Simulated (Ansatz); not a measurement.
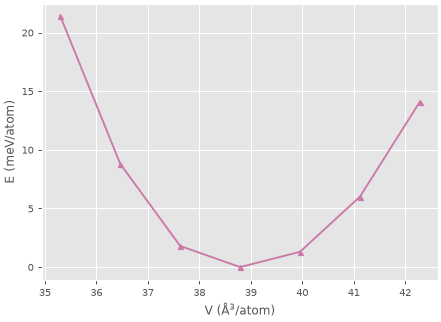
*HgTe in space group P4_2/mmc (No. 131; Hg on 2c, Te on 2e) under volume change, PBE in the plane-wave PAW code Ansatz, shape and atoms relaxed at each volume.*

What does a third-order Birch–Murnaghan fit give for V₀, B₀ and B′?

V₀ = 38.87 Å³/atom, B₀ = 18.1 GPa, B′ = 4.3.

The cell is a constructed one: a structure type filled with these elements; neither database checked (COD, Materials Project) lists it. It is not the phase usual at ambient conditions (space group No. 216). The cell was relaxed with PBE under the symmetry of its start; its stability against distortions is not shown here. Scalar-relativistic: spin–orbit coupling is off unless named, which matters more the heavier the elements.

Potentials: the later of the program's two PAW sets.
